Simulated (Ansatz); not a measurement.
## Electronic structure of BrClFGe (SMILES [F][Ge]([Cl])[Br]) (doublet) in real space

Input

```
crystal:
  periodic: [false, false, false]
  atoms:
    - {symbol: F, position_ang: [0.377665, -1.526799, 0.683963]}
    - {symbol: Ge, position_ang: [-0.167848, 0.107583, 0.509245]}
    - {symbol: Cl, position_ang: [1.572284, 1.243300, -0.024924]}
    - {symbol: Br, position_ang: [-1.726501, 0.115617, -1.188585]}
basis:
  gaussian: {orbitals: def2-TZVPP}
magnetization: {spin_polarized: true, initial_magnetization: 1}
hamiltonian: {xc: pbe0, dispersion: d4}
output: {orbitals: {seedname: orbitals}}
```

Command:

```sh
ansatz run in.yaml --threads 4 --pin off --events-out ev --progress --plain --max-ram 10444MiB
```

Geometry: PBE0-D4/def2-TZVP.

All numbers below come from Ansatz 0.2.0, UKS PBE0-D4/def2-TZVPP.

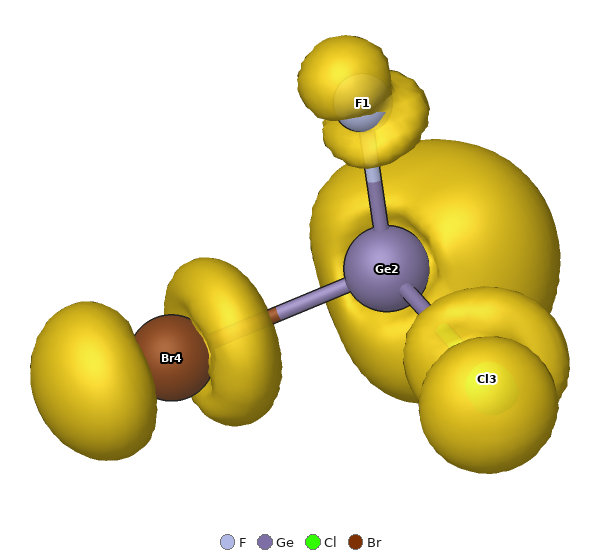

Figure 1. Isosurfaces of the spin density at +0.02 (yellow) and −0.02 e/Å³ (cyan), seen at a tilt.

Which atoms carry the spin?

Answer. The unpaired spin (1 electron) lies mostly on Ge2 (about 0.6), Br4 (about 0.2), Cl3 (about 0.1) and F1 (about 0.1), in electrons by Hirshfeld's partition.

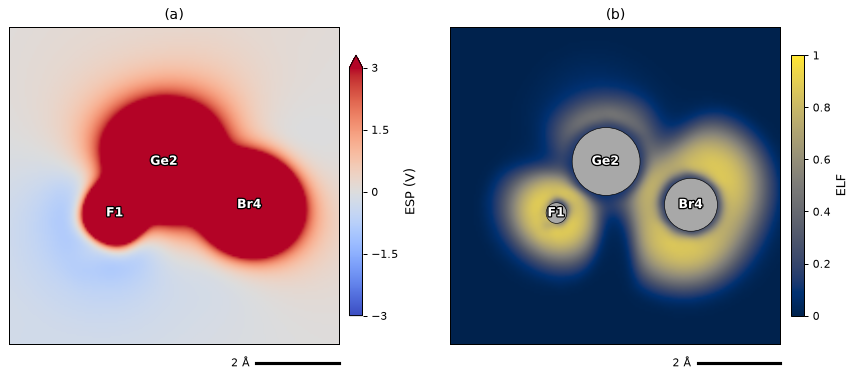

Figure 2. (a) molecular electrostatic potential; (b) electron localisation function on the plane of atoms F1, Ge2 and Br4. Grey discs cover the atomic cores in the ELF map.

What does the map show?

Answer. The plane passes through F, Ge and Br nuclei.
Ge–F (1.73 Å): the ELF peaks at about 0.85 in the valence shell of F, 0.5 Å from its nucleus, and is about 0.20 at the midpoint.
Ge–Br (2.30 Å): the ELF peaks at about 0.75 in the valence shell of Br, 1.0 Å from its nucleus, and is about 0.70 at the midpoint.
The ELF also peaks beside Br4 and F1, away from the bonds: non-bonding electrons, paired or unpaired.
Outside the dense part of the molecule the potential is most negative (−0.9 V) near F1.

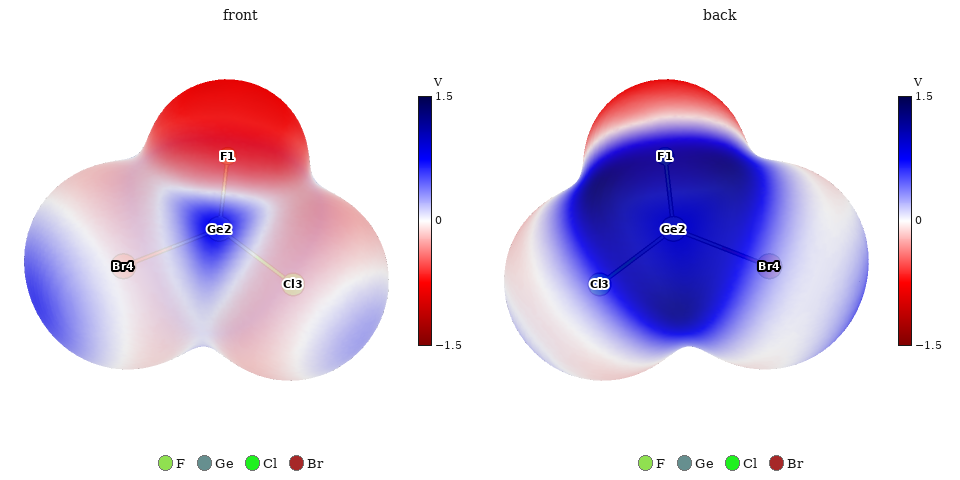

Figure 3. The electrostatic potential painted on the density surface at 0.001 e/bohr³, seen from the front and from behind; the colour scale runs from red (negative) to blue (positive).

Describe the electrostatic potential map.

Answer. The most negative region (about −0.8 V, or −18 kcal/mol for a unit charge) lies over F1, the most positive (about +1.3 V, or +30 kcal/mol for a unit charge) over Ge2. Br4 shows a σ-hole: about +0.6 V, or +14 kcal/mol for a unit charge at the tip opposite its bond, against about −0.1 V on its flanks.

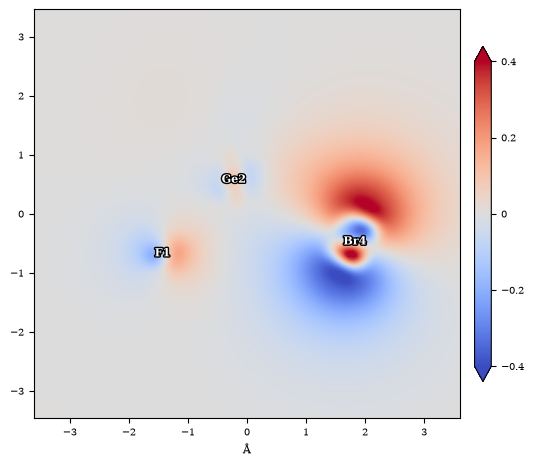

Figure 4. The HOMO (β) on the plane of atoms F1, Ge2 and Br4 (values in Å⁻³ᐟ²; the overall sign is arbitrary).

Describe this orbital and give its energy.

Answer. Its weight (Hirshfeld) is mainly on Br4 (about 80 %) and Cl3 (about 15 %); largely a lone pair of Br4. Its energy is −9.13 eV.
